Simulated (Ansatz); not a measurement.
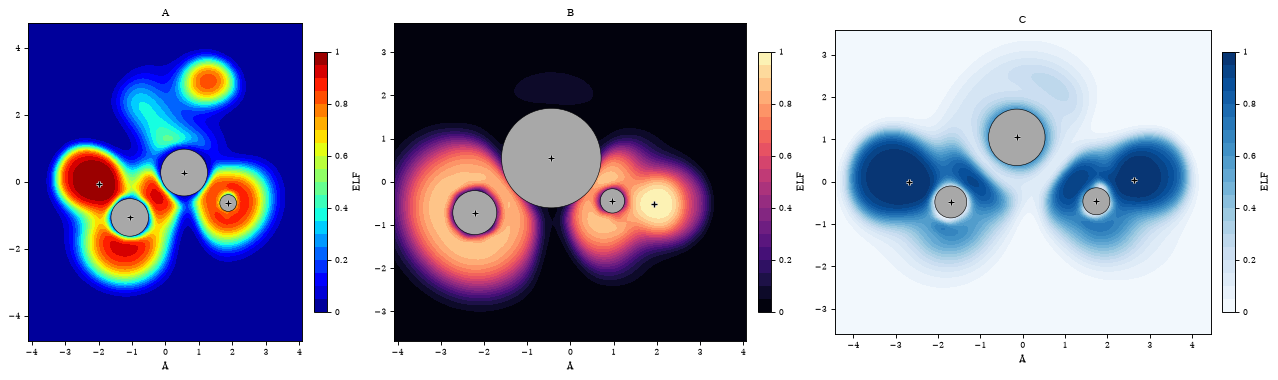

The electron localisation function of 3 systems, each on a plane through atoms (crosses mark nuclei in the plane; grey discs cover the cores).

Level of theory: Ansatz, isolated molecule in a Gaussian basis; Kohn-Sham density functional theory, functional PBE0.

System 1: Cl3HOTi, the plane of atoms Cl1, Ti5 and O4. Geometry: PBE0-D4/def2-SVP.

```json
{"atom": "Cl", "x (Å)": "1.8029", "y (Å)": "-1.5000", "z (Å)": "0.5651"}
{"atom": "Cl", "x (Å)": "-1.1251", "y (Å)": "-1.3257", "z (Å)": "-1.4750"}
{"atom": "Cl", "x (Å)": "1.1140", "y (Å)": "1.4049", "z (Å)": "-1.3977"}
{"atom": "O", "x (Å)": "-0.6422", "y (Å)": "0.4903", "z (Å)": "1.0907"}
{"atom": "Ti", "x (Å)": "0.2452", "y (Å)": "-0.2005", "z (Å)": "-0.2185"}
{"atom": "H", "x (Å)": "-1.3530", "y (Å)": "1.0668", "z (Å)": "1.3893"}
```

System 2: CH8InN (SMILES [CH3][InH2-][NH3+]), the plane of atoms C1, In2 and N3. Geometry: PBE0-D4/def2-SVP; core potentials replace the inner electrons of In.

```xyz
11

C    -1.5239   -0.4763   -0.9316
In   -1.6677    0.3595   -2.9411
N    -2.9589    2.3062   -2.3510
H    -1.0065    0.2116   -0.2450
H    -0.9496   -1.4157   -0.9537
H    -2.5184   -0.7062   -0.5185
H    -2.8430   -0.3049   -4.0524
H    -0.3039    1.2398   -3.5916
H    -2.4637    2.8935   -1.6810
H    -3.8517    2.0484   -1.9318
H    -3.1597    2.8787   -3.1702
```

System 3: F2H2S2Si (SMILES F[Si](F)(S)S), the plane of atoms Si5, S4 and H7. Geometry: PBE0-D4/def2-SVP.

```xyz
7

F     0.8555   -1.5094    1.0717
F    -0.8840   -1.2558   -0.7869
S    -0.8595    1.0985    1.1001
S     1.7773    0.3652   -1.0485
Si    0.1893   -0.4272    0.0857
H    -1.9996    0.3734    1.1684
H     0.9823    1.2873   -1.6361
```

**Which map belongs to which system?**

Panel A is system 3, F2H2S2Si: the plane holds F, S, Si and H. Si–F (1.61 Å): the ELF peaks at about 0.85 in the valence shell of F, 0.6 Å from its nucleus, and is about 0.55 at the midpoint. Panel B is system 1, Cl3HOTi: the plane holds Cl, O, Ti and H. Ti–O (1.73 Å): the ELF peaks at about 0.80 in the valence shell of O, 0.5 Å from its nucleus, and drops to about 0.20 between the two atoms. Panel C is system 2, CH8InN: the plane holds C, In, N and H. C–In (2.18 Å): the ELF peaks at about 0.90 in the valence shell of C, 0.7 Å from its nucleus, and drops to about 0.20 between the two atoms.
